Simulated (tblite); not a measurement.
# C14H12IO: the cost of one run

Computed with tblite 0.8.0 and PySCF 2.14.0 and routines of our own; the level stands in each step. Atoms count from 0.

## 1. The starting structure

28 atoms, charge 1, multiplicity 1; geometry from: force field, distance geometry or constructed start.

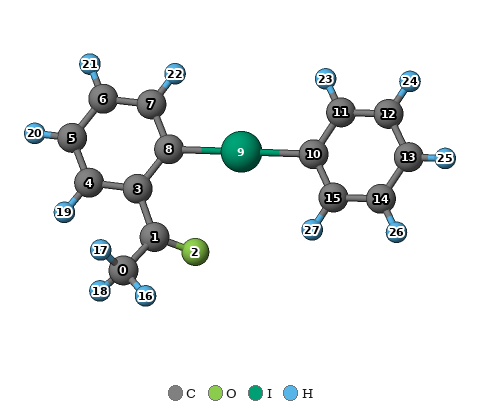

The starting geometry (carbon grey, oxygen green, iodine teal, hydrogen blue).

## 2. Geometry optimisation with GFN2-xTB

The job: settings as JSON, then the geometry in Å.

```
{"job": {"kind": "relax", "xc": "GFN2-xTB", "basis": "xTB"}, "charge": 1, "multiplicity": 1}
C     -2.956900    -1.705200     1.924600
C     -2.125300    -1.373000     0.722700
O     -1.137400    -2.122200     0.458300
C     -2.475300    -0.246500    -0.177800
C     -3.832600     0.036900    -0.410700
C     -4.200000     1.076900    -1.275100
C     -3.215400     1.848300    -1.899600
C     -1.862700     1.583500    -1.659400
C     -1.481600     0.533000    -0.810900
I      0.591400     0.326000    -0.430700
C      2.655000     0.117600    -0.058700
C      3.565200     1.012400    -0.629000
C      4.931000     0.892900    -0.351500
C      5.392700    -0.120200     0.492200
C      4.477400    -1.002700     1.076500
C      3.111000    -0.885700     0.810600
H     -2.347700    -2.219400     2.694400
H     -3.373200    -0.777800     2.374200
H     -3.798000    -2.366800     1.626800
H     -4.611200    -0.550000     0.050400
H     -5.245400     1.289500    -1.453200
H     -3.501600     2.656400    -2.557500
H     -1.109800     2.201300    -2.129200
H      3.213800     1.797500    -1.285500
H      5.639300     1.585000    -0.801600
H      6.441800    -0.214200     0.708600
H      4.832900    -1.785500     1.738000
H      2.409900    -1.571600     1.261400
```

Launch:

```sh
> OMP_NUM_THREADS=1 python large_run.py task.json out
```

The driver reads the jobs from task.json and runs them one after another.

Q: Estimate the wall time and peak memory of this first job on 1 thread of Arm Neoverse N1, shared host.

About 5.4 s, with a peak of 0.18 GiB.
